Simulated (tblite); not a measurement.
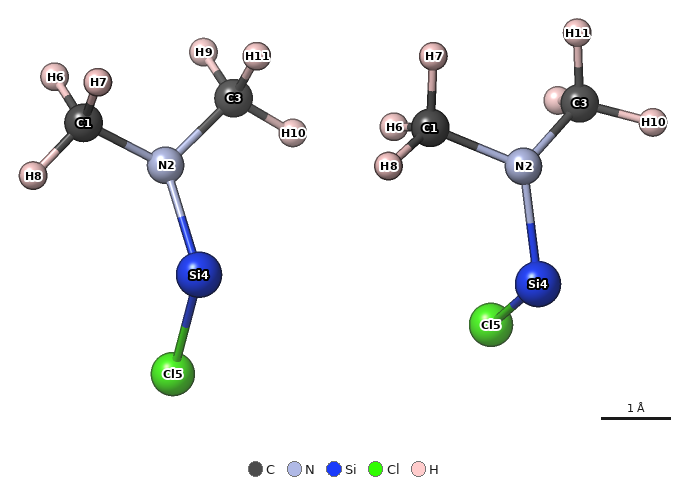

Two geometries of C2H6ClNSi (multiplicity 3), drawn at one scale. One is the start of a relaxation, the other its converged end. The picture is a ball-and-stick view, seen at a tilt.

Theory: GFN2-xTB geometry optimisation, gas phase (tblite 0.8.0). 

**Which one is relaxed?**

The left one is the relaxed one. Over 59 geometry steps the energy falls by 26.3 kJ/mol. The largest move after the best rigid fit is that of Cl5, 1.00 Å. By element the largest moves are Cl 1.00 Å, H 0.75 Å, N 0.55 Å, Si 0.23 Å, C 0.13 Å. Among the contacts that change: C1–N2 1.469 → 1.442 Å, N2–C3 1.464 → 1.442 Å, N2–Si4 1.730 → 1.745 Å, Si4–Cl5 2.066 → 2.078 Å. Bond angles that change, for instance: H10–C3–H11 105.0° → 108.9°, N2–C3–H9 112.5° → 108.9°, C1–N2–C3 108.9° → 112.2°.
